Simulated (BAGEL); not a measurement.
# CH4AlClO (SMILES C[O][AlH][Cl]), step by step

Wanted: the energy (HF/cc-pVDZ), then a single-point energy (NEVPT2(2,2)/cc-pVDZ), then a single-point energy (CASPT2(2,2)/cc-pVDZ) of CH4AlClO. 

The calculation is run with BAGEL 1.2.2.

1 further run of the same task is left out (set aside as unsound or not needed).

### Step 1. The molecule

CH4AlClO has 8 atoms, charge 0, and is taken as a singlet. SMILES: `C[O][AlH][Cl]`. The C1–H7 distance was set to 1.477 Å, away from the relaxed value.

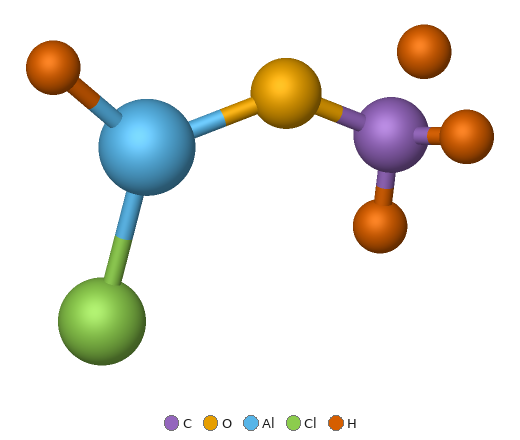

The structure, seen from a chosen angle (carbon purple, oxygen amber, aluminium blue, chlorine green, hydrogen orange).

### Step 2. A single-point energy at HF/cc-pVDZ (density fitting with svp-jkfit) (run 1)

job.json

```json
{ "bagel": [

{
  "title": "molecule",
  "basis": "cc-pvdz.json",
  "df_basis": "svp-jkfit",
  "angstrom": true,
  "geometry": [
    { "atom": "C", "xyz": [   -0.091119,    1.123889,   -0.021224 ] },
    { "atom": "O", "xyz": [    0.421981,   -0.074711,   -0.530224 ] },
    { "atom": "Al", "xyz": [   -0.119919,   -1.646411,   -0.710824 ] },
    { "atom": "Cl", "xyz": [   -2.052319,   -2.134511,   -0.059824 ] },
    { "atom": "H", "xyz": [   -0.104919,    1.885689,   -0.806724 ] },
    { "atom": "H", "xyz": [   -1.109819,    1.009489,    0.365776 ] },
    { "atom": "H", "xyz": [    0.770200,    1.612600,    1.075000 ] },
    { "atom": "H", "xyz": [    0.814681,   -2.720011,   -1.357124 ] }
  ]
},
{ "title": "hf" },
{ "title": "print", "file": "orbitals.molden", "orbitals": true }

]}
```

The basis set cc-pVDZ is read from a file made from the Basis Set Exchange's data (not shown).

Started as:

```
$ BAGEL_NUM_THREADS=1 BAGEL job.json > job.out
```

What it wrote:

```text
* using 1 threads per process

  ===============================================================
  ===============================================================

  *** Geometry ***

  { "atom" : "C", "xyz" : [     -0.172190,      2.123842,     -0.040108 ] },
  { "atom" : "O", "xyz" : [      0.797429,     -0.141183,     -1.001978 ] },
  { "atom" : "Al", "xyz" : [     -0.226614,     -3.111266,     -1.343263 ] },
[... 4 lines of this table left out ...]
  { "atom" : "H", "xyz" : [      1.539524,     -5.140076,     -2.564593 ] },

  Number of auxiliary basis functions:      480

  Since a DF basis is specified, we compute 2- and 3-index integrals:
    o Being stored without compression. Storage requirement is 0.027 GB

  Number of basis functions:       84
  Number of electrons      :       48

    * METHOD: MOLECULE                             0.23

  *** RHF ***

  === Nuclear Repulsion ===
   194.6589373230

      * DIIS with orbital gradients will be used.

  === RHF iteration (cc-pvdz.json) ===
      0       -816.34305193          0.01431758           0.07
      1       -816.46515529          0.01125329           0.07
      2       -816.54276873          0.00127503           0.07
[... 10 lines of this table left out ...]
     13       -816.54449630          0.00000000           0.07
    * SCF iteration converged.

    * Permanent dipole moment:
           (   -0.054615,    -0.214516,     0.164194) a.u.

    * METHOD: HF                                   1.14

    * METHOD: PRINT                                0.02

  ===============================================================
```

Wall time 1.5 s (1 thread of Arm Neoverse V1, shared host); peak memory 0.15 GiB.

### Step 3. The energy at NEVPT2(2,2)/cc-pVDZ (density fitting with svp-jkfit) (run 2)

input.json

```json
{ "bagel" : [

{
  "title" : "molecule",
  "basis" : "cc-pvdz.json",
  "df_basis" : "svp-jkfit",
  "angstrom" : "true",
  "geometry" : [
    { "atom" : "C", "xyz" : [      -0.091119,       1.123889,      -0.021224 ] },
    { "atom" : "O", "xyz" : [       0.421981,      -0.074711,      -0.530224 ] },
    { "atom" : "Al", "xyz" : [      -0.119919,      -1.646411,      -0.710824 ] },
    { "atom" : "Cl", "xyz" : [      -2.052319,      -2.134511,      -0.059824 ] },
    { "atom" : "H", "xyz" : [      -0.104919,       1.885689,      -0.806724 ] },
    { "atom" : "H", "xyz" : [      -1.109819,       1.009489,       0.365776 ] },
    { "atom" : "H", "xyz" : [       0.770200,       1.612600,       1.075000 ] },
    { "atom" : "H", "xyz" : [       0.814681,      -2.720011,      -1.357124 ] }
  ]
},

{
  "title" : "hf"
},

{
  "title" : "casscf",
  "nstate" : 1,
  "nact" : 2,
  "nclosed" : 23,
  "active" : [24, 28],
  "maxiter" : 200,
  "natocc" : "true"
},

{
  "title" : "nevpt2",
  "nstate" : 1,
  "nact" : 2,
  "nclosed" : 23,
  "active" : [24, 28],
  "maxiter" : 200,
  "natocc" : "true",
  "ncore" : 12
},

{
  "title" : "print",
  "file" : "orbitals.molden",
  "orbitals" : "true"
}

]}
```

The basis set cc-pVDZ is read from a file made from the Basis Set Exchange's data (not shown).

Started as:

```
$ BAGEL_NUM_THREADS=1 BAGEL input.json > input.out
```

What it wrote:

```text
* using 1 threads per process

  ===============================================================
  ===============================================================

  *** Geometry ***

  { "atom" : "C", "xyz" : [     -0.172190,      2.123842,     -0.040108 ] },
  { "atom" : "O", "xyz" : [      0.797429,     -0.141183,     -1.001978 ] },
  { "atom" : "Al", "xyz" : [     -0.226614,     -3.111266,     -1.343263 ] },
[... 4 lines of this table left out ...]
  { "atom" : "H", "xyz" : [      1.539524,     -5.140076,     -2.564593 ] },

[... 23 lines left out ...]
    * SCF iteration converged.
[... 1 line left out ...]
    * Permanent dipole moment:
[... 27 lines left out ...]
    * Second-order optimization converged. *
[... 9 lines left out ...]
     * ci vector, state   0, <S^2> = 0.0000
[... 3 lines left out ...]
    * METHOD: CASSCF                               3.67

    * freezing 12 orbitals

  === DF-NEVPT2 calculation ===

    * 3-index integral transformation done
    * assembly done

      NEVPT2 correlation energy:   -0.5024666961      0.16

          (+0)     -0.4507263343
          (+0)'    -0.0138629720
          (+1)     -0.0082526240
          (+1)'    -0.0000000000
          (+2)     -0.0002855665
          (-1)     -0.0223420693
          (-1)'     0.0000000000
          (-2)     -0.0069971301

      NEVPT2 total energy:       -817.0753451836

    * METHOD: NEVPT2                               0.27

    * METHOD: PRINT                                0.02

  ===============================================================
```

Run time: 5.7 s. Hardware: 1 thread of Arm Neoverse V1, shared host; peak memory 0.15 GiB.

### Step 4. A single-point energy at CASPT2(2,2)/cc-pVDZ (density fitting with svp-jkfit) (run 3)

input.json

```json
{ "bagel": [

{
  "title": "molecule",
  "basis": "cc-pvdz.json",
  "df_basis": "svp-jkfit",
  "angstrom": "true",
  "geometry": [
    { "atom": "C", "xyz": [   -0.091119,    1.123889,   -0.021224 ] },
    { "atom": "O", "xyz": [    0.421981,   -0.074711,   -0.530224 ] },
    { "atom": "Al", "xyz": [   -0.119919,   -1.646411,   -0.710824 ] },
    { "atom": "Cl", "xyz": [   -2.052319,   -2.134511,   -0.059824 ] },
    { "atom": "H", "xyz": [   -0.104919,    1.885689,   -0.806724 ] },
    { "atom": "H", "xyz": [   -1.109819,    1.009489,    0.365776 ] },
    { "atom": "H", "xyz": [    0.770200,    1.612600,    1.075000 ] },
    { "atom": "H", "xyz": [    0.814681,   -2.720011,   -1.357124 ] }
  ]
},
{
  "title": "hf"
},
{
  "title": "casscf",
  "nstate": 1,
  "nact": 2,
  "nclosed": 23,
  "nspin": 0,
  "active": [24, 28],
  "maxiter": 200,
  "natocc": "true"
},
{
  "title": "print",
  "file": "orbitals.molden",
  "orbitals": "true"
},
{
  "title": "smith",
  "method": "caspt2",
  "ms": "true",
  "xms": "true",
  "sssr": "true",
  "shift": 0.2,
  "shift_imag": "true",
  "ncore": 12
}

]}
```

The basis set cc-pVDZ is read from a file made from the Basis Set Exchange's data (not shown).

Started as:

```
$ BAGEL_NUM_THREADS=1 BAGEL input.json > input.out
```

What it wrote:

```text
* using 1 threads per process

  ===============================================================
  ===============================================================

  *** Geometry ***

  { "atom" : "C", "xyz" : [     -0.172190,      2.123842,     -0.040108 ] },
  { "atom" : "O", "xyz" : [      0.797429,     -0.141183,     -1.001978 ] },
  { "atom" : "Al", "xyz" : [     -0.226614,     -3.111266,     -1.343263 ] },
[... 4 lines of this table left out ...]
  { "atom" : "H", "xyz" : [      1.539524,     -5.140076,     -2.564593 ] },

[... 25 lines left out ...]
    * Permanent dipole moment:
[... 37 lines left out ...]
     * ci vector, state   0, <S^2> = 0.0000
[... 21 lines left out ...]
       #      aibj      arbs      arbi      airj      risj      airs      arst      rist         Etot      error   time
[... 9 lines left out ...]
      ------------------------------------------------------------------------------------------------------------------

    * CASPT2 energy : state  0     -817.0784228950
        w/o shift correction       -817.0758285951
        reference weight              0.8564436056

    * METHOD: SMITH                                0.66

  ===============================================================
```

Run time: 6 s. Hardware: 1 thread of Arm Neoverse V1, shared host; peak memory 0.18 GiB.

### Step 5. What came out

| quantity | value |
| --- | --- |
| run 1, HF/cc-pVDZ: total energy | -816.54450 Eh |
| run 1, HF/cc-pVDZ: dipole moment | 0.70 D |
| run 1, HF/cc-pVDZ: HOMO energy | -11.37 eV |
| run 1, HF/cc-pVDZ: LUMO energy | 1.91 eV |
| run 1, HF/cc-pVDZ: HOMO–LUMO gap | 13.28 eV |
| run 2, NEVPT2(2,2)/cc-pVDZ: total energy | -817.07535 Eh |
| run 3, CASPT2(2,2)/cc-pVDZ: total energy | -817.07842 Eh |
